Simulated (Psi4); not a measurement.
**BBr2Cl (dibromo(chloro)borane) at CCSD(T)/6-31G(d) (spherical functions)**

What is the energy change on altering one bond length of BBr2Cl (dibromo(chloro)borane) at CCSD(T)/6-31G* (spherical functions)? 

Program for the calculation: Psi4 1.11.

4 further runs of the same task are left out: 4 set aside as unsound or not needed.

## (1) The molecule

BBr2Cl: 4 atoms, total charge 0, spin state singlet. SMILES: `ClB(Br)Br`. The shape is that of a PBE0-D4/def2-TZVP optimisation.

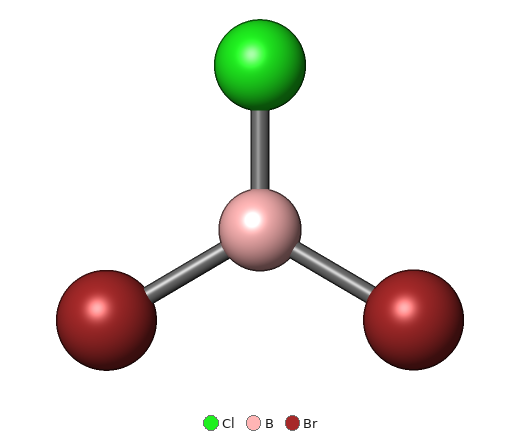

The structure, seen from a chosen angle (chlorine green, boron pink, bromine red).

## (2) A single-point energy at CCSD(T)/6-31G(d) (spherical functions)

input.in

```
memory 2200 mb

molecule m {
  Cl    -0.203300    -1.644940     0.633550
  B     -0.004820    -0.039040     0.015030
  Br     1.283490     1.123730     0.785650
  Br    -1.075360     0.560270    -1.434250
  symmetry c1
}

set {
  puream true
  e_convergence 1e-09
  d_convergence 1e-08
  scf_type pk
  num_frozen_docc 24
}

energy('ccsd(t)/6-31G*')
```

On the command line:

```bash
$ psi4 input.in input.out -n 1
```

input.out (excerpt; [...] marks lines left out):

```text
[...]
  Running in c1 symmetry.
[...]
  Nuclear repulsion =  520.816737110010990
[...]
  Multiplicity = 1
[...]
  Nalpha       = 46
  Nbeta        = 46
[...]
    Number of basis functions: 96
[...]
   @RHF iter   1: -5628.07741193511902   -3.04527e+00   1.65518e-02 ADIIS/DIIS
[...]
   @RHF iter  11: -5628.47742429209666   -1.36424e-11   9.47132e-09 DIIS
[...]
    Orbital Energies [Eh]
    ---------------------
    Doubly Occupied:
       1A   -490.039293     2A   -490.039284     3A   -104.846670
       4A    -65.218906     5A    -65.218896     6A    -58.577198
       7A    -58.577198     8A    -58.576368     9A    -58.576367
      10A    -58.576072    11A    -58.576071    12A    -10.588340
      13A     -9.878481    14A     -9.878476    15A     -8.056425
      16A     -8.054055    17A     -8.053546    18A     -7.774514
      19A     -7.489960    20A     -7.489955    21A     -7.483967
      22A     -7.483965    23A     -7.482567    24A     -7.482564
      25A     -3.210024    26A     -3.210008    27A     -3.207627
      28A     -3.207626    29A     -3.206015    30A     -3.206012
      31A     -3.199915    32A     -3.199907    33A     -3.199834
      34A     -3.199827    35A     -1.158668    36A     -1.065956
[...]
  @RHF Final Energy: -5628.47742429209666
   => Energetics <=
    Nuclear Repulsion Energy =            520.8167371100109904
    One-Electron Energy =               -8870.6655370261960343
    Two-Electron Energy =                2721.3713756240886141
    Total Energy =                      -5628.4774242920957477
[...]
 Multipole Moments:
 ------------------------------------------------------------------------------------
     Multipole            Electronic (a.u.)      Nuclear  (a.u.)        Total (a.u.)
 ------------------------------------------------------------------------------------
 L = 1.  Multiply by 2.5417464519 to convert [e a0] to [Debye]
 Dipole X            :          0.7147992           -0.7122285            0.0025707
 Dipole Y            :          5.7835192           -5.7627582            0.0207610
 Dipole Z            :         -2.2275343            2.2195378           -0.0079965
 Magnitude           :                                                    0.0223958
[...]
      * MP2 total energy                      = -5629.189314404964534
[...]
      * CCSD total energy                     = -5629.199739446655258
[...]
      * CCSD(T) total energy                  = -5629.216974686870344
[...]
```

Wall time 2.5 min (1 thread of Intel Xeon at 2.50GHz (Skylake/Cascade Lake), shared host); peak memory 0.61 GiB.

## (3) The distorted shape, same level

input.inp

```
memory 2.2 GB

molecule {
  0 1
  Cl
  B 1 1.732304
  Br 2 1.89885 1 120.03339
  Br 2 4.1775 1 120.0335 3 -179.99939
  units angstrom
  symmetry c1
}

set basis 6-31G*
set puream true
set e_convergence 1e-09
set d_convergence 1e-08
set scf_type pk
set num_frozen_docc 24

energy("ccsd(t)")
print_variables()
```

On the command line:

```bash
$ psi4 input.inp input.out -n 1
```

input.out (excerpt; [...] marks lines left out):

```text
[...]
  Running in c1 symmetry.
[...]
  Nuclear repulsion =  377.234726681548977
[...]
  Multiplicity = 1
[...]
  Nalpha       = 46
  Nbeta        = 46
[...]
    Number of basis functions: 96
[...]
   @RHF iter   1: -5627.68883036116767   -3.33247e+00   1.71693e-02 ADIIS/DIIS
[...]
   @RHF iter  17: -5628.26496599749771   -1.16415e-10   6.99884e-09 DIIS
[...]
    Orbital Energies [Eh]
    ---------------------
    Doubly Occupied:
       1A   -490.130360     2A   -489.928222     3A   -104.942132
       4A    -65.309098     5A    -65.105078     6A    -58.667622
       7A    -58.666361     8A    -58.666149     9A    -58.463826
      10A    -58.462535    11A    -58.462533    12A    -10.681348
      13A     -9.968066    14A     -9.761239    15A     -8.149306
      16A     -8.146633    17A     -8.146336    18A     -7.901043
      19A     -7.580134    20A     -7.572471    21A     -7.571561
      22A     -7.371972    23A     -7.365866    24A     -7.365858
      25A     -3.300556    26A     -3.297341    27A     -3.296320
      28A     -3.288112    29A     -3.288084    30A     -3.092031
      31A     -3.089701    32A     -3.089692    33A     -3.082684
      34A     -3.082684    35A     -1.235638    36A     -1.131517
[...]
  @RHF Final Energy: -5628.26496599749771
   => Energetics <=
    Nuclear Repulsion Energy =            377.2347266815489775
    One-Electron Energy =               -8582.7100206214290665
    Two-Electron Energy =                2577.2103279423827189
    Total Energy =                      -5628.2649659974977112
[...]
 Multipole Moments:
 ------------------------------------------------------------------------------------
     Multipole            Electronic (a.u.)      Nuclear  (a.u.)        Total (a.u.)
 ------------------------------------------------------------------------------------
 L = 1.  Multiply by 2.5417464519 to convert [e a0] to [Debye]
 Dipole X            :         -0.0000043            0.0000453            0.0000411
 Dipole Y            :         -1.7925076           -2.3222991           -4.1148067
 Dipole Z            :          5.3836527           -7.5589410           -2.1752883
 Magnitude           :                                                    4.6544080
[...]
      * MP2 total energy                      = -5628.998672862212516
[...]
      * CCSD total energy                     = -5629.023664897247727
[...]
      * CCSD(T) total energy                  = -5629.089449872069963
[...]
```

It took 3.6 min on 1 thread of Intel Xeon at 2.50GHz (Skylake/Cascade Lake), shared host; peak memory 0.61 GiB.

## (4) Outcome

At CCSD(T)/6-31G* (spherical functions), 24 core orbitals frozen:

| quantity | value |
| --- | --- |
| first shape: total energy | -5629.21697 Eh |
| first shape: HOMO energy (Hartree–Fock orbitals) | -11.46 eV |
| first shape: LUMO energy (Hartree–Fock orbitals) | 1.70 eV |
| first shape: HOMO–LUMO gap (Hartree–Fock orbitals) | 13.16 eV |
| first shape: correlation energy (24 core orbitals frozen) | -739.6 mEh |
| first shape: (T) correction | -17.24 mEh |
| first shape: T1 diagnostic | 0.010 |
| distorted shape: total energy | -5629.08945 Eh |
| distorted shape: HOMO energy (Hartree–Fock orbitals) | -8.16 eV |
| distorted shape: LUMO energy (Hartree–Fock orbitals) | -3.26 eV |
| distorted shape: HOMO–LUMO gap (Hartree–Fock orbitals) | 4.90 eV |
| distorted shape: correlation energy (24 core orbitals frozen) | -824.5 mEh |
| distorted shape: (T) correction | -65.78 mEh |
| distorted shape: T1 diagnostic | 0.065 |
| energy change with the B2–Br4 bond stretched from 1.899 to 4.178 Å | 3.470 eV |

What this shows: With the B2–Br4 bond stretched from 1.899 to 4.178 Å the energy rises by 3.47 eV (80 kcal/mol). The first shape isn't relaxed at this level, so the change isn't measured from a minimum. The triples (first shape) make up 2.3 % of the correlation energy. The T1 diagnostic (distorted shape) of 0.065 is above the customary mark for such species, so a single reference may not serve. The triples (distorted shape) make up 8.0 % of the correlation energy.
